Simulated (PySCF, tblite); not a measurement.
# C₃H₅Cl₃OSi: geometry, infrared bands and NMR shifts

What infrared bands and NMR shifts should C₃H₅Cl₃OSi (`C[Si@H](C=O)C(Cl)(Cl)Cl`) show?

Computed with tblite 0.8.0 and PySCF 2.14.0, with density-fitted response routines of our own, on a single molecule in the gas phase. Atoms count from 0, in the outputs and in this text.

## Step 1: Starting geometry

13 atoms, charge 0, multiplicity 1; geometry from: force field or distance geometry start.

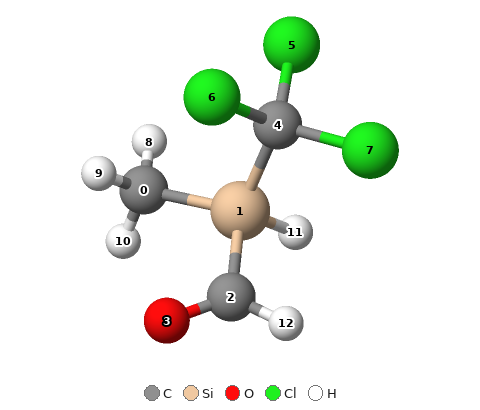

As it starts; carbon grey, silicon light orange, oxygen red, chlorine green, hydrogen white, atoms numbered; sticks join atoms by distance.

## Step 2: Optimising the geometry with GFN2-xTB

The job: settings as JSON, then the geometry in Å.

```
{"job": {"kind": "relax", "xc": "GFN2-xTB", "basis": "xTB"}, "charge": 0, "multiplicity": 1}
C      1.198300    -0.850600     0.952700
Si     0.278900     0.087900    -0.396000
C      0.231400     1.917900    -0.009800
O      0.503700     2.304200     1.106400
C     -1.430400    -0.554300    -0.647900
Cl    -1.362500    -2.276100    -1.115900
Cl    -2.397500    -0.369600     0.821100
Cl    -2.187100     0.371800    -1.977200
H      1.279100    -1.913400     0.707900
H      0.667000    -0.763500     1.917500
H      2.198900    -0.453600     1.079400
H      1.085300    -0.098800    -1.632700
H     -0.069500     2.598800    -0.823200
```

Command:

```bash
$ OMP_NUM_THREADS=1 python probes_run.py task.json out
```

One launch serves the whole session: the jobs run in the order shown.

The log of the run:

```text
step      E/eV     max force
  0    -771.47472    2.645
  1    -771.58282    1.221
  2    -771.61350    1.080
  3    -771.63543    0.546
  4    -771.65976    0.613
  5    -771.67561    0.547
  6    -771.68492    0.228
  7    -771.69043    0.180
  8    -771.69513    0.245
  9    -771.69812    0.184
 10    -771.70020    0.112
 11    -771.70174    0.140
 12    -771.70327    0.184
 13    -771.70485    0.145
 14    -771.70617    0.096
 15    -771.70702    0.066
 16    -771.70754    0.067
 17    -771.70801    0.070
 18    -771.70863    0.082
 19    -771.70942    0.101
 20    -771.71019    0.087
 21    -771.71073    0.069
 22    -771.71110    0.048
 23    -771.71142    0.054
 24    -771.71176    0.061
 25    -771.71213    0.056
 26    -771.71251    0.058
 27    -771.71291    0.061
 28    -771.71341    0.067
 29    -771.71402    0.076
 30    -771.71464    0.070
 31    -771.71515    0.064
 32    -771.71553    0.060
 33    -771.71587    0.057
 34    -771.71628    0.070
 35    -771.71678    0.066
 36    -771.71729    0.074
 37    -771.71774    0.062
 38    -771.71814    0.055
 39    -771.71853    0.060
 40    -771.71892    0.066
 41    -771.71924    0.055
 42    -771.71948    0.051
 43    -771.71968    0.058
 44    -771.71992    0.051
 45    -771.72026    0.049
 46    -771.72101    0.063
 47    -771.72129    0.063
 48    -771.72180    0.071
 49    -771.72231    0.076
 50    -771.72299    0.216
 51    -771.72347    0.113
 52    -771.72425    0.145
 53    -771.72485    0.120
 54    -771.72530    0.073
 55    -771.72596    0.082
 56    -771.72662    0.134
 57    -771.72650    0.255
 58    -771.72737    0.090
 59    -771.72766    0.073
 60    -771.72837    0.067
 61    -771.72848    0.067
 62    -771.72864    0.050
 63    -771.72881    0.066
 64    -771.72911    0.063
 65    -771.72944    0.050
 66    -771.72976    0.052
 67    -771.73002    0.064
 68    -771.72967    0.242
 69    -771.73031    0.029
 70    -771.73042    0.024
 71    -771.73067    0.070
 72    -771.73075    0.037
 73    -771.73094    0.030
 74    -771.73112    0.034
 75    -771.73147    0.060
 76    -771.73186    0.068
 77    -771.73228    0.130
 78    -771.73232    0.131
 79    -771.73277    0.079
 80    -771.73285    0.055
 81    -771.73298    0.048
 82    -771.73322    0.079
 83    -771.73342    0.016
 84    -771.73345    0.132
 85    -771.73358    0.015
 86    -771.73362    0.012
 87    -771.73367    0.052
 88    -771.73370    0.026
 89    -771.73374    0.010
 90    -771.73376    0.012
 91    -771.73380    0.014
 92    -771.73384    0.017
 93    -771.73392    0.020
 94    -771.73404    0.031
 95    -771.73414    0.080
 96    -771.73437    0.033
 97    -771.73454    0.033
 98    -771.73470    0.031
 99    -771.73480    0.040
100    -771.73495    0.063
101    -771.73513    0.056
102    -771.73536    0.080
103    -771.73553    0.053
104    -771.73565    0.098
105    -771.73582    0.049
106    -771.73602    0.025
107    -771.73619    0.025
108    -771.73630    0.052
109    -771.73646    0.050
110    -771.73666    0.079
111    -771.73673    0.053
112    -771.73679    0.030
113    -771.73683    0.021
114    -771.73691    0.017
115    -771.73700    0.013
116    -771.73707    0.014
117    -771.73709    0.018
118    -771.73710    0.015
119    -771.73711    0.012
120    -771.73711    0.009
```

Run time: 0.98 s. Hardware: 1 thread of Arm Neoverse V2, shared host; peak memory 0.18 GiB.

The steps of the relaxation: (not every step is listed)

```csv
step,energy from step 0 (eV),largest force (eV/Å)
0,0.0000,2.6451
1,-0.1081,1.2210
2,-0.1388,1.0801
3,-0.1607,0.5464
4,-0.1850,0.6128
5,-0.2009,0.5467
6,-0.2102,0.2281
7,-0.2157,0.1796
8,-0.2204,0.2454
18,-0.2339,0.0821
28,-0.2387,0.0670
38,-0.2434,0.0554
48,-0.2471,0.0714
58,-0.2526,0.0901
68,-0.2550,0.2415
78,-0.2576,0.1314
88,-0.2590,0.0260
98,-0.2600,0.0312
108,-0.2616,0.0525
115,-0.2623,0.0132
116,-0.2623,0.0139
117,-0.2624,0.0181
118,-0.2624,0.0147
119,-0.2624,0.0117
120,-0.2624,0.0090
```

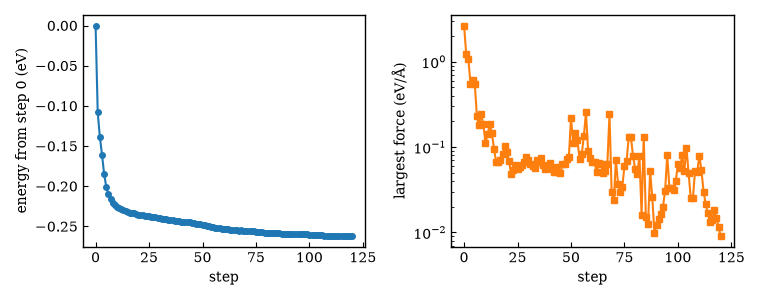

Energy and largest force along the relaxation.

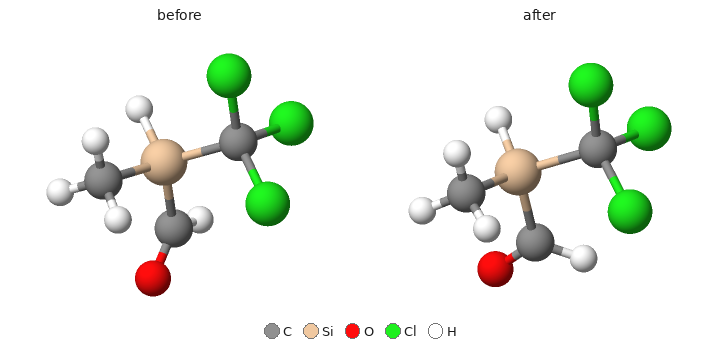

Before and after, at one scale.

Distances of close pairs at the start and the end, largest changes first:

```csv
bond,before (Å),after (Å),change (Å)
Si1–C4,1.843,1.948,+0.104
Si1–C2,1.871,1.930,+0.059
Si1–H11,1.488,1.461,-0.027
C0–H9,1.105,1.088,-0.016
C4–Cl5,1.786,1.772,-0.014
C4–Cl7,1.788,1.778,-0.010
C2–O3,1.212,1.202,-0.010
C4–Cl6,1.768,1.777,+0.009
```

The final coordinates are the input of the step that follows.

## Step 3: Infrared spectrum with GFN2-xTB

The job: settings as JSON, then the geometry in Å.

```
{"job": {"kind": "ir", "xc": "GFN2-xTB", "basis": "xTB"}, "charge": 0, "multiplicity": 1}
C      1.142206    -0.904059     1.032910
Si     0.445387     0.087446    -0.419183
C      0.223083     1.947628     0.043688
O      1.153730     2.650620     0.335324
C     -1.362497    -0.551579    -0.759894
Cl    -1.363380    -2.275689    -1.169050
Cl    -2.377295    -0.310576     0.679404
Cl    -2.080118     0.351427    -2.112682
H      1.256028    -1.952708     0.770899
H      0.488190    -0.847141     1.901077
H      2.115968    -0.522917     1.325315
H      1.156817    -0.042648    -1.688874
H     -0.802507     2.370682     0.043340
```

The log of the run:

```text
mode    cm-1     km/mol
  1      22.8      6.87
  2      45.8      2.80
  3      66.8      3.64
  4      93.0      0.33
  5     107.6      0.09
  6     123.6      0.72
  7     165.4      3.26
  8     188.1      4.41
  9     233.8     13.60
 10     246.1      1.11
 11     249.4      3.79
 12     350.5     15.20
 13     427.9      6.53
 14     565.7     58.32
 15     601.0     55.73
 16     643.6      4.85
 17     656.5      4.47
 18     675.7     43.14
 19     751.7      9.87
 20     794.3     72.07
 21     817.0     15.12
 22     828.9     84.04
 23     839.9    188.22
 24    1350.8     13.77
 25    1353.5     39.80
 26    1442.4      2.79
 27    1446.7      5.09
 28    1748.8    184.84
 29    2291.6    168.14
 30    2721.1     82.61
 31    3018.8     11.36
 32    3036.0      6.89
 33    3051.3      6.39
```

Run time: 0.55 s. Hardware: 1 thread of Arm Neoverse V2, shared host; peak memory 0.18 GiB.

The strongest bands and the atoms that carry them (share of the mass-weighted mode):

```csv
cm⁻¹,km/mol,atoms
566,58.3,H11 82 %
601,55.7,"H11 45 %, C4 32 %"
794,72.1,"H12 24 %, Si1 21 %, C2 18 %, C0 15 %"
829,84.0,"H8 32 %, H9 30 %, C0 15 %"
840,188.2,"C4 31 %, H10 25 %, Si1 14 %, H8 12 %"
1749,184.8,"C2 57 %, O3 42 %"
2292,168.1,H11 97 %
2721,82.6,H12 94 %
```

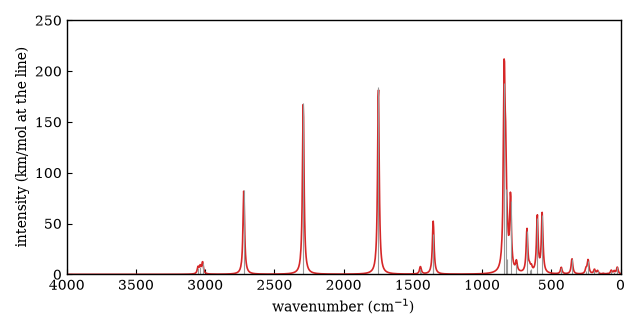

The infrared spectrum from these modes, unscaled. Lines are broadened to a width of 14 cm⁻¹ (Lorentzian).

## Step 4: Shielding tensors: PBE0/pcSseg-1

Settings changed since step 3:

```diff
@@ -1,2 +1,2 @@
-{"job": {"kind": "ir", "xc": "GFN2-xTB", "basis": "xTB"}, "charge": 0, "multiplicity": 1}
+{"job": {"kind": "nmr", "xc": "PBE0", "basis": "pcSseg-1"}, "charge": 0, "multiplicity": 1}
 C      1.142206    -0.904059     1.032910
```

Level: GIAO PBE0/pcSseg-1 NMR shielding, non-relativistic, gas phase.

The log of the run:

```text
coarse grid: 13944 points
cycle   1  E = -1861.4997306286  dE =  9.688e-01  |g| = 9.061e-01  |ddm| = 3.478e+00
cycle   2  E = -1860.7732628122  dE =  7.265e-01  |g| = 2.076e+00  |ddm| = 2.551e+00
cycle   3  E = -1861.6762585859  dE = -9.030e-01  |g| = 1.516e-01  |ddm| = 2.049e+00
cycle   4  E = -1861.6790213362  dE = -2.763e-03  |g| = 1.179e-01  |ddm| = 1.946e-01
cycle   5  E = -1861.6817040332  dE = -2.683e-03  |g| = 2.947e-02  |ddm| = 9.254e-02
cycle   6  E = -1861.6819037671  dE = -1.997e-04  |g| = 9.638e-03  |ddm| = 3.195e-02
cycle   7  E = -1861.6819239392  dE = -2.017e-05  |g| = 2.120e-03  |ddm| = 8.708e-03
cycle   8  E = -1861.6819248751  dE = -9.359e-07  |g| = 4.455e-04  |ddm| = 2.516e-03
final grid: 118856 points
cycle   9  E = -1861.7362466886  dE = -2.499e-05  |g| = 1.145e-02  |ddm| = 2.059e-02
cycle  10  E = -1861.7361836950  dE =  6.299e-05  |g| = 2.119e-02  |ddm| = 1.889e-02
cycle  11  E = -1861.7362693959  dE = -8.570e-05  |g| = 2.516e-03  |ddm| = 1.404e-02
cycle  12  E = -1861.7362705572  dE = -1.161e-06  |g| = 5.317e-04  |ddm| = 2.105e-03
cycle  13  E = -1861.7362706237  dE = -6.653e-08  |g| = 8.945e-05  |ddm| = 4.789e-04
cycle  14  E = -1861.7362706252  dE = -1.452e-09  |g| = 4.454e-05  |ddm| = 1.166e-04
cycle  15  E = -1861.7362706256  dE = -4.507e-10  |g| = 1.285e-05  |ddm| = 4.576e-05
converged SCF energy = -1861.7362706256

GIAO shielding tensors (ppm)
atom      isotropic    diamagn.    paramagn.     s11        s22        s33       span
  0 C      193.392     252.415     -59.023    186.001    196.492    197.684     11.683
  1 Si     379.768     877.827    -498.059    315.097    396.869    427.339    112.242
  2 C      -57.289     252.602    -309.891   -167.620    -92.333     88.086    255.706
  3 O     -612.412     396.434   -1008.846  -1691.073   -566.298    420.135   2111.208
  4 C       73.802     248.290    -174.489     52.110     82.808     86.487     34.377
  5 Cl     525.021    1145.430    -620.409    175.997    470.754    928.311    752.314
  6 Cl     534.198    1146.011    -611.813    185.011    489.780    927.803    742.792
  7 Cl     518.216    1145.217    -627.001    170.286    458.261    926.102    755.817
  8 H       31.013      28.680       2.332     25.721     29.834     37.483     11.761
  9 H       31.014      29.540       1.474     25.722     30.511     36.810     11.088
 10 H       31.331      28.718       2.612     26.088     27.638     40.266     14.178
 11 H       27.359      27.530      -0.171     23.432     26.492     32.153      8.720
 12 H       19.540      27.568      -8.028     14.045     19.381     25.196     11.151
```

Run time: 32 s. Hardware: 1 thread of Arm Neoverse V2, shared host; peak memory 0.78 GiB.

Shifts follow as δ = σ(reference) − σ, with reference shieldings (ppm) from runs at the same level and on the same kind of geometry: 1H TMS 31.72, 13C TMS 186.9, 29Si TMS 349.2, 17O H2O 336.1, 35Cl HCl 950. The references are single molecules in the gas phase, so shifts against H2O, NH3, PH3, H3PO4 or CFCl3 are not on the usual liquid scales and can be off by tens of ppm. Atoms listed in one row are averaged.

```csv
atoms,environment,σ (ppm),δ (ppm),δ scaled to CDCl3
C2,carbonyl carbon,-57.3,244.2,236.4
C4,fully substituted sp3 carbon bonded to 3 Cl and Si,73.8,113.1,108.5
C0,methyl carbon bonded to Si,193.4,-6.5,-8.2
H12,hydrogen on a carbonyl carbon,19.54,12.18,11.59
H11,hydrogen on a silicon bonded to 3 C,27.36,4.36,–
"H8, H9, H10",hydrogen on a methyl carbon bonded to Si,31.12,0.60,0.67
Si1,"silicon bonded to 3 C, H",379.8,-30.6,–
O3,carbonyl oxygen,-612.4,948.5,–
"Cl5, Cl6, Cl7",chlorine bonded to C,526,424,–
```

The scaled column applies a straight-line fit of computed shieldings to shifts measured in CDCl3, with any fitted terms for Cl, Br or S neighbours (root-mean-square error 0.16 ppm for H, 1.9 ppm for C).

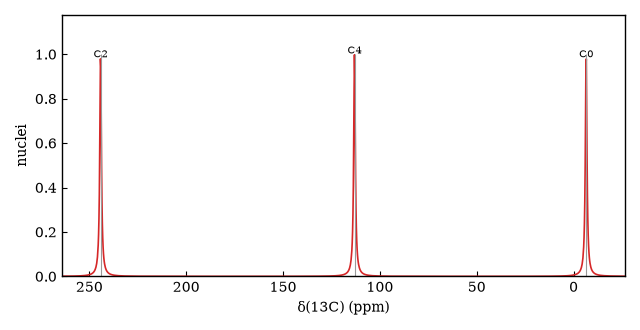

13C lines at the computed shifts, without couplings. Lines are broadened to a width of 1 ppm (Lorentzian).

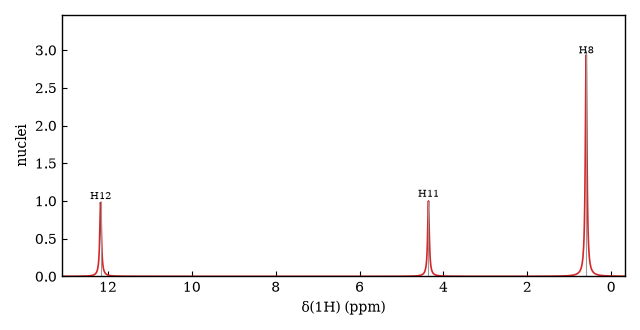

1H lines at the computed shifts, without couplings. Lines are broadened to a width of 0.05 ppm (Lorentzian).

Charges from the same density, by scheme (e):

```csv
atoms,Mulliken,IAO,Hirshfeld,ESP fit
C0,-0.61,-0.71,-0.21,-0.49
Si1,0.87,0.87,0.34,0.52
C2,-0.01,0.01,0.04,0.31
O3,-0.33,-0.35,-0.20,-0.39
C4,-0.55,-0.25,0.00,-0.72
"Cl5, Cl6, Cl7",0.02,-0.03,-0.03,0.12
```

IAO charges:

C0 -0.71; Si1 0.87; C2 0.01; O3 -0.35; C4 -0.25; Cl5 -0.03; Cl6 -0.04; Cl7 -0.03; H8 0.17; H9 0.17; H10 0.17; H11 -0.09; H12 0.11

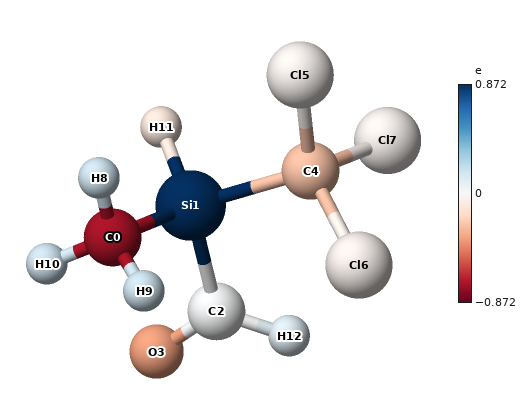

IAO charges, as colours on the atoms.

Mayer bond orders: C0–Si1 1.00, Si1–C2 0.82, C2–O3 1.96, Si1–C4 0.64, C4–Cl5 1.02, C4–Cl6 1.00, C4–Cl7 1.01.

## Step 5: Summary of results

| quantity | value |
| --- | --- |
| strongest single infrared mode (GFN2-xTB) | 840 cm⁻¹, 188 km/mol |
| zero-point energy (GFN2-xTB) | 44.3 kcal/mol |
| 13C shifts against TMS (PBE0/pcSseg-1) | 244.2, 113.1, -6.5 ppm |
| 1H shifts against TMS (PBE0/pcSseg-1, means over atoms taken as alike) | 12.18, 4.36, 0.60 ppm |
| 29Si shifts against TMS (PBE0/pcSseg-1) | -30.6 ppm |
| 17O shifts against H2O (PBE0/pcSseg-1) | 948.5 ppm |
| 35Cl shifts against HCl (PBE0/pcSseg-1, means over atoms taken as alike) | 424 ppm |

**Reading.** Relaxing lowered the energy by 0.262 eV in 120 steps; the close pair that moved most is Si1–C4, from 1.843 to 1.948 Å. All 33 modes are real, so the xTB geometry is a minimum. The strongest single mode, at 840 cm⁻¹, is carried by C4, H10, Si1, H8. Unscaled tight-binding wavenumbers are off by several per cent, some by more. Its intensities can rank the bands wrongly. C4 stands next to heavy halogen, whose spin-orbit shielding this run leaves out, so the computed shift lies too far downfield, most of all for carbon beside Br or I. At PBE0/pcSseg-1: The largest span, 2111 ppm, is at O3, where the paramagnetic term is -1009 ppm.
